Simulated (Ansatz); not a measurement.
# BaAgS3 (cubic perovskite) (Pm-3m): how robust is the cRPA U?

What does U in BaAgS3 (cubic perovskite) (Pm-3m) depend on besides the window?

Program: Ansatz 0.2.0. Level of theory: constrained RPA on PBEsol, plane waves, PAW. Results are calculated unless marked as measured.

The structure was built from a prototype and need not be the compound's stable phase.

## Step 1: The structure

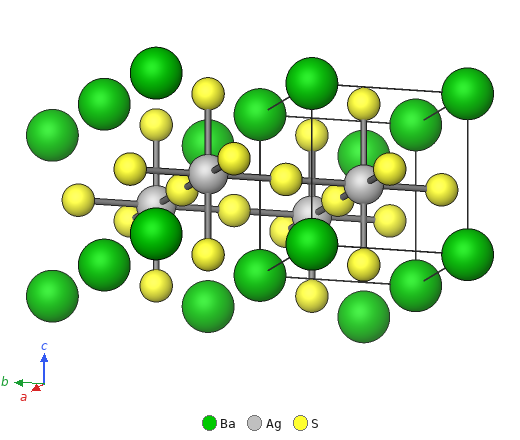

The starting structure, seen from a free direction (barium green, silver light grey, sulfur yellow). 2×2×1 cells are drawn. Some periodic images of atoms are drawn too.

The structure was relaxed with PBEsol. The structure type comes from a generator and need not be one that this composition takes. The structure was generated from a model, not taken from a measurement. The runs that relaxed it are not among those shown. The program's search for lower electronic states was switched off, so nothing shows that the state found is the lowest. Spin-orbit coupling is left out unless a step names it. The default PAW set here is soft_2. Its files were made with PBE.

## Step 2: Base: Ag d + anion p, bands v13 to c1, 4×4×4 mesh, medium accuracy

Constrained RPA screens the interaction with every transition except those inside the target bands, which a later many-body model would treat itself.

The input, input.yaml:

```yaml
crystal:
  lattice:
    - [0.0, -4.84262553, 0.0]
    - [0.0, 0.0, 4.84262553]
    - [-4.84262553, 0.0, 0.0]
  atoms:
    - { symbol: Ba, position: [0.0, 0.0, 0.0] }
    - { symbol: Ag, position: [0.5, 0.5, 0.5] }
    - { symbol: S, position: [0.5, 0.5, 0.0] }
    - { symbol: S, position: [0.5, 0.0, 0.5] }
    - { symbol: S, position: [0.0, 0.5, 0.5] }
kpoints:
  mp_grid: { grid: [6, 6, 6] }
hamiltonian:
  xc: pbesol
scf:
  occupations: { method: gaussian, width: 0.08 }
  n_extra_bands: 19
  max_iter: 150
  lower_state_search: "off"
output:
  crpa:
    kmesh: [4, 4, 4]
    target_bands: [v13, c1]
    projections: [{ species: Ag, l: d, shell: 4 }, { species: S, l: p, shell: 3 }]
  local_orbitals:
    kmesh: [8, 8, 8]
    orbitals: [{ species: Ag, l: d, shell: 4 }, { species: S, l: p, shell: 3 }]
    window: { bands: [v13, c1] }
    seedname: lo
```

Launch:

```bash
> ansatz run input.yaml --threads 4 --pin off --max-ram 9216MiB --backend cpu --events-out ev --progress --plain --runs-dir out
```

Numbers of over 12 decimals in the logs are rounded to 6 here.

The program printed:

```text
scf.n_extra_bands = 19 over 24 filled bands (N_el = 47.0): the run solves 43 bands
Engine: ansatz 0.2.0, x86_64-unknown-linux-gnu
Pseudopotentials: kind: paw
Pseudopotential: Ba, paw, valence charge 10, recommended cutoff 420 eV (normal), Ba.paw.azcp
Pseudopotential: Ag, paw, valence charge 19, recommended cutoff 420 eV (normal), Ag.paw.azcp
Pseudopotential: S, paw, valence charge 6, recommended cutoff 420 eV (normal), S.paw.azcp
Functional definition: PBEsol
  exchange = pbesol_x
  correlation = pbesol_c
Crystal: 5 atoms, lattice volume = 113.565 Å³
Basis set: ecut = 420 eV, 2205 PW (Γ)
Bands: 43, of which v1, the nominal top of the filled ones, is band 24 counted from 1 (23 counted from 0)
Symmetry: 48 space group operations
Space group: Pm-3m (ITA 221), of the structure as read, at distance tolerance 4.8e-5 Å
k-points: 20 of 216
Non-local potential: Ba, projectors of the file, l = 0: 3, l = 1: 2, l = 2: 2, l = 3: 2
Non-local potential: Ag, projectors of the file, l = 0: 3, l = 1: 2, l = 2: 2, l = 3: 1
Non-local potential: S, projectors of the file, l = 0: 2, l = 1: 2, l = 2: 2
PAW form: soft (Blöchl's): semilocal exchange-correlation on the pseudo side does not see the compensation charge
PAW frozen core: Ba, regenerated for the run's functional, and the local potential with it (the file was generated under x = pbe(κ = 0.804, μ = 0.219515), c = pbe(β = 0.066725))
PAW frozen core: Ag, regenerated for the run's functional, and the local potential with it (the file was generated under x = pbe(κ = 0.804, μ = 0.219515), c = pbe(β = 0.066725))
PAW frozen core: S, regenerated for the run's functional, and the local potential with it (the file was generated under x = pbe(κ = 0.804, μ = 0.219515), c = pbe(β = 0.066725))
PAW one-centre angular grid: Ba, 194 points (default); XC on 64 Gauss nodes
PAW one-centre angular grid: Ag, 590 points (default); XC on 64 Gauss nodes
PAW one-centre angular grid: S, 110 points (default); XC on 64 Gauss nodes
Initial density: superposition of atomic densities (neutral atoms: chi_scale 0, normalization atom), corrected by the library's trained network
Initial wavefunctions: pseudopotential atomic-orbital guess
Functional: x = pbesol(κ = 0.804, μ = 0.123457), c = pbesol(β = 0.046)
SCF iter   1: F=—  HF=-16042.765064 eV  |F-HF|=—  |Δ(HF+E_count)|=         —  Δρ=5.22e-3  dr2=4.94e-2  ethr=1.77e-3  ⟨swp⟩=7.2  Hψ=4424  notcnv=0  defer=150
preconditioner: auto → Kerker (q_TF=auto, 2.355 Å⁻¹)  [metal: Δε(μ)=0.015 eV  Ē_g=13.119 eV  σ=0.080 eV  W_gap=0.11  n_scr=26 (ndim 8)  ℏωp=21.2 eV  f_vac=0.000  D(μ)=6.48/eV (n_scr^D=80)]
SCF iter   2: F=—  HF=-16042.755983 eV  |F-HF|=—  |Δ(HF+E_count)|=   9.08e-3  Δρ=3.57e-3  dr2=2.88e-2  ethr=1.05e-4  ⟨swp⟩=1.9  Hψ=1130  notcnv=0  defer=195
[...]
Fermi energy:    8.246246 eV
--- Per-component energies (eV) ---
  E_band       = -405.764788
  E_kinetic    = 1012.774764
  E_local      = -4383.801322  (includes V_loc(G=0)·N_el)
  E_nonlocal   = 226.258760
  E_hartree    = 1915.377607
  E_xc         = -638.878984
  E_vxc        = -632.096880  (∫ρ·V_xc dr)
  E_paw        = -10725.376325  (= ΣΔE_a)
  E_vpaw       = -459.649600  (= ΣTr[D̂ρ^β])
  E_aug_tail   = 0.000298  (compensation charges beyond the density's cutoff)
  E_ewald      = -3449.741558
  E_core_change = 0.660020  (= ΣΔE_core)
  E_smearing   = -0.020761  (= −TS)
  E_closure    = 0.000000  (closes the sum)
  Σ components = -16042.747499   (vs F -16042.747499, Δ=0.00e0)
--- Band table (eV; the first three rows and the last of 20) ---
  k-point 0: bands = [... 20 lower, 7.2868, 7.2868, 8.1410, 8.1410, 8.1410, 11.0313, 11.4303, 11.4303, ... 15 higher]
  k-point 1: bands = [... 20 lower, 7.2647, 7.2647, 7.8609, 8.0571, 8.0571, 11.5274, 11.8019, 11.9603, ... 15 higher]
  k-point 2: bands = [... 20 lower, 7.3216, 7.3216, 7.4742, 7.8332, 7.8332, 12.4345, 12.8051, 13.0758, ... 15 higher]
  k-point 19: bands = [... 20 lower, 8.6375, 8.6375, 8.6375, 10.7543, 10.7543, 12.7802, 12.7802, 12.7802, ... 15 higher]
--- cRPA (band scheme, projected local orbitals): target bands 12..25 (1-based), 14 Wannier function(s), 4×4×4 mesh, 50 bands' worth read of 55 solved, ecut_chi 136.0 eV, v(q+G=0) probe_charge, pair densities all_electron ---
  bands read: the sum over 50 bands ends inside a degenerate multiplet in 8 slots, whose members it reads at an even weight; the widest, k=0: bands 49 to 51 (counted from 1) at 2/3 each
  χ-basis size per q: N_G = 388..437
  window electrons = 25.0000, filled by tetrahedron_uncorrected; constrained ε̄⁻¹(q = 0, 0) head = 0.254789; min gauge Gram eig = 0.6347
  Kanamori averages over each shell's own Wannier functions (sites counted from 0, functions from 1):
  Each shell's averages of U are screened by what lies outside the whole window alone: parameters of one model of all the shells.
    Site 1, 4D, 5 of 5 d orbitals (Wannier functions 1, 2, 3, 4, 5; wannier90's mr 1, 2, 3, 4, 5):
      screened: U = 6.4719 eV, U' = 5.3698 eV, J = 0.5476 eV
      screened, to within: U = 7.8e-3 eV, U' = 7.8e-3 eV, J = 7.7e-4 eV
      bare: V = 18.6170 eV, V' = 17.1884 eV, J = 0.7062 eV
    Site 2, 3P, 3 of 3 p orbitals (Wannier functions 6, 7, 8; wannier90's mr 1, 2, 3):
      screened: U = 4.2290 eV, U' = 3.3819 eV, J = 0.4056 eV
      screened, to within: U = 4.7e-3 eV, U' = 4.7e-3 eV, J = 5.9e-4 eV
      bare: V = 11.7111 eV, V' = 10.4233 eV, J = 0.6131 eV
    Site 3, 3P, 3 of 3 p orbitals (Wannier functions 9, 10, 11; wannier90's mr 1, 2, 3):
      screened: U = 4.2290 eV, U' = 3.3819 eV, J = 0.4056 eV
      screened, to within: U = 4.7e-3 eV, U' = 4.7e-3 eV, J = 5.9e-4 eV
      bare: V = 11.7111 eV, V' = 10.4233 eV, J = 0.6131 eV
    Site 4, 3P, 3 of 3 p orbitals (Wannier functions 12, 13, 14; wannier90's mr 1, 2, 3):
      screened: U = 4.2290 eV, U' = 3.3819 eV, J = 0.4056 eV
      screened, to within: U = 4.7e-3 eV, U' = 4.7e-3 eV, J = 5.9e-4 eV
      bare: V = 11.7111 eV, V' = 10.4233 eV, J = 0.6131 eV
  Hermiticity witness max|P − P†| over intra, direct and exchange elements: 1.24e-14 eV (screened), 1.78e-15 eV (bare)
  Reality witness max|Im| over intra, direct and exchange elements: 1.05e-8 eV (screened), 3.26e-12 eV (bare)
[key lines of the parts left out:]
SCF converged after 8 iterations
Free energy (F): -16042.747499 eV
```

Wall time 15 min (4 threads of AMD EPYC 7R43, shared host); peak memory 1 GiB; 52 min of CPU time.

Numbers from this step:

| Quantity | Value |
| --- | --- |
| U | 6.472 eV |
| U prime (inter-orbital) | 5.370 eV |
| J | 0.5476 eV |
| bare V | 18.62 eV |
| bare J | 0.7062 eV |
| stated bound on U | 0.007715 eV |
| U over bare V | 0.3476 |
| electrons in the window | 25.00 |
| head of the constrained inverse dielectric matrix | 0.2548 |
| least eigenvalue of the projection's overlap | 0.6347 |
| target functions | 14 |
| bands in the sums | 50 |
| r.m.s. miss of the model bands | 3.32e-4 eV |
| width of the target bands | 8.905 eV |
| weight of the projected orbitals in the window | 0.9411 |

On the Ag d shell, screening brings the on-site interaction from 18.6 eV down to U = 6.47 eV.

## Step 3: Changed: 2×2×2 mesh

input.yaml, the sections that differ from step 2:

```yaml
output:
  crpa:
    kmesh: [2, 2, 2]
    target_bands: [v13, c1]
    projections: [{ species: Ag, l: d, shell: 4 }, { species: S, l: p, shell: 3 }]
# crystal, kpoints, hamiltonian, scf: as in step 2
```

The program printed:

```text
[...]
Crystal: 5 atoms, lattice volume = 113.565 Å³
Basis set: ecut = 420 eV, 2205 PW (Γ)
Bands: 43, of which v1, the nominal top of the filled ones, is band 24 counted from 1 (23 counted from 0)
[... 1 set-up line as in the run before ...]
[...]
k-points: 20 of 216
[...]
SCF iter   1: F=—  HF=-16042.765064 eV  |F-HF|=—  |Δ(HF+E_count)|=         —  Δρ=5.22e-3  dr2=4.94e-2  ethr=1.77e-3  ⟨swp⟩=7.2  Hψ=4424  notcnv=0  defer=150
[...]
SCF iter   8: F=-16042.747499 eV  HF=-16042.747499 eV  |F-HF|=9.00e-10  |Δ(HF+E_count)|=   1.86e-7  Δρ=2.48e-6  dr2=9.22e-9  ethr=2.13e-10  ⟨swp⟩=10.0  Hψ=4636  notcnv=0
SCF 1 converged in 8 iterations: F = -16042.747499 eV  dr2 = 9.22e-9
[...]
NSCF: frozen V_eff on 4 k-points
[...]
cRPA screening: q 1/8
cRPA screening: q 2/8
cRPA screening: q 5/8 (q-point 4)
cRPA screening: q 8/8
SCF converged after 8 iterations
Free energy (F): -16042.747499 eV
[...]
χ-basis size per q: N_G = 388..437
[...]
screened: U = 6.3438 eV, U' = 5.2359 eV, J = 0.5501 eV
      screened, to within: U = 6.9e-3 eV, U' = 6.9e-3 eV, J = 8.1e-4 eV
      bare: V = 18.7429 eV, V' = 17.3076 eV, J = 0.7102 eV
    Site 2, 3P, 3 of 3 p orbitals (Wannier functions 6, 7, 8; wannier90's mr 1, 2, 3):
      screened: U = 4.2099 eV, U' = 3.3475 eV, J = 0.4124 eV
      screened, to within: U = 4.5e-3 eV, U' = 4.5e-3 eV, J = 6.1e-4 eV
      bare: V = 11.9413 eV, V' = 10.6367 eV, J = 0.6201 eV
    Site 3, 3P, 3 of 3 p orbitals (Wannier functions 9, 10, 11; wannier90's mr 1, 2, 3):
      screened: U = 4.2099 eV, U' = 3.3475 eV, J = 0.4124 eV
      screened, to within: U = 4.5e-3 eV, U' = 4.5e-3 eV, J = 6.1e-4 eV
      bare: V = 11.9413 eV, V' = 10.6367 eV, J = 0.6201 eV
    Site 4, 3P, 3 of 3 p orbitals (Wannier functions 12, 13, 14; wannier90's mr 1, 2, 3):
      screened: U = 4.2099 eV, U' = 3.3475 eV, J = 0.4124 eV
      screened, to within: U = 4.5e-3 eV, U' = 4.5e-3 eV, J = 6.1e-4 eV
      bare: V = 11.9413 eV, V' = 10.6367 eV, J = 0.6201 eV
[...]
[key lines of the parts left out:]
Fermi energy:    8.246246 eV
```

Run time: 75 s. Hardware: 4 threads; peak memory 0.93 GiB.

Numbers from this step:

```
U                                                 : 6.344 eV
U prime (inter-orbital)                           : 5.236 eV
J                                                 : 0.5501 eV
bare V                                            : 18.74 eV
bare J                                            : 0.7102 eV
stated bound on U                                 : 0.006831 eV
U over bare V                                     : 0.3385
electrons in the window                           : 25
head of the constrained inverse dielectric matrix : 0.2241
least eigenvalue of the projection's overlap      : 0.6347
target functions                                  : 14
bands in the sums                                 : 50
width of the target bands                         : 8.905 eV
weight of the projected orbitals in the window    : 0.9411
```

On the Ag d shell, screening brings the on-site interaction from 18.7 eV down to U = 6.34 eV.

## Step 4: Changed: smooth pair densities

input.yaml: that of step 3 with these lines changed.

```diff
@@ -22,4 +22,5 @@
   crpa:
-    kmesh: [2, 2, 2]
+    kmesh: [4, 4, 4]
     target_bands: [v13, c1]
     projections: [{ species: Ag, l: d, shell: 4 }, { species: S, l: p, shell: 3 }]
+    pair_densities: pseudo
```

The program printed:

```text
[...]
Crystal: 5 atoms, lattice volume = 113.565 Å³
Basis set: ecut = 420 eV, 2205 PW (Γ)
Bands: 43, of which v1, the nominal top of the filled ones, is band 24 counted from 1 (23 counted from 0)
[... 1 set-up line as in the run before ...]
[...]
k-points: 20 of 216
[...]
screened, sum over states alone: U = 4.6669 eV, U' = 3.5940 eV, J = 0.5151 eV
      bare: V = 11.7111 eV, V' = 10.4233 eV, J = 0.6131 eV
    Site 4, 3P, 3 of 3 p orbitals (Wannier functions 12, 13, 14; wannier90's mr 1, 2, 3):
      screened: U = 4.2355 eV, U' = 3.3833 eV, J = 0.4080 eV
      screened, to within: U = 2.1e-3 eV, U' = 2.1e-3 eV, J = 2.1e-4 eV
      screened, sum over states alone: U = 4.6669 eV, U' = 3.5940 eV, J = 0.5151 eV
      bare: V = 11.7111 eV, V' = 10.4233 eV, J = 0.6131 eV
[...]
[key lines of the parts left out:]
SCF converged after 8 iterations
Free energy (F): -16042.747499 eV
Fermi energy:    8.246246 eV
```

It took 14 min on 4 threads; peak memory 0.93 GiB.

Numbers from this step:

* U: 6.529 eV
* U prime (inter-orbital): 5.360 eV
* J: 0.5811 eV
* bare V: 18.62 eV
* bare J: 0.7062 eV
* stated bound on U: 0.004069 eV
* U over bare V: 0.3507
* electrons in the window: 25.00
* head of the constrained inverse dielectric matrix: 0.2550
* least eigenvalue of the projection's overlap: 0.6347
* target functions: 14
* bands in the sums: 50
* width of the target bands: 8.905 eV
* weight of the projected orbitals in the window: 0.9411

On the Ag d shell, screening brings the on-site interaction from 18.6 eV down to U = 6.53 eV.

## Step 5: Side by side

Times are wall times on 4 threads of AMD EPYC 7R43, shared host, good to a factor of about two.

| run | bare V (eV) | U (eV) | J (eV) | bound on U (eV) | width (eV) | time |
| --- | --- | --- | --- | --- | --- | --- |
| target window | 18.62 | 6.472 | 0.548 | 0.0077 | 8.90 | 15 min |
| 2×2×2 mesh | 18.74 | 6.344 | 0.550 | 0.0068 | 8.90 | 75 s |
| smooth pair densities | 18.62 | 6.529 | 0.581 | 0.0041 | 8.90 | 14 min |

## Step 6: Outcome

| Item | Value |
| --- | --- |
| target window | U 6.47 eV, J 0.55 eV |
| 2×2×2 mesh | U 6.34 eV, J 0.55 eV |
| smooth pair densities | U 6.53 eV, J 0.58 eV |

In words: 2×2×2 mesh moves U by −0.13 eV at 0.081 times the time. Smooth pair densities moves U by +0.06 eV. The printed bound covers the solver alone, not the mesh, and no denser mesh than the base was run. The parent state is non-magnetic and the interaction static (zero frequency); U depends on the window and the orbitals, so it belongs to this model alone. A window that holds the anion p bands defines a model with explicit ligands; its U belongs to that model and is not the U of DFT+U.

[Paths, hosts, dates, memory and timing lines, banners, echoed tables and standing remarks are left out of the program output.]

[Logs are printed without paths, hosts, clocks, repeated set-up lines and the standing remarks that a program may print on its own settings, such as how far it seeks lower states.]

[Runs of the session that timed out or met a known fault of the program may be left out.]

[Hosts, paths, dates, database ids (printed as entryN), source tags and the programs' standing remarks are cut or masked in the printed files.]
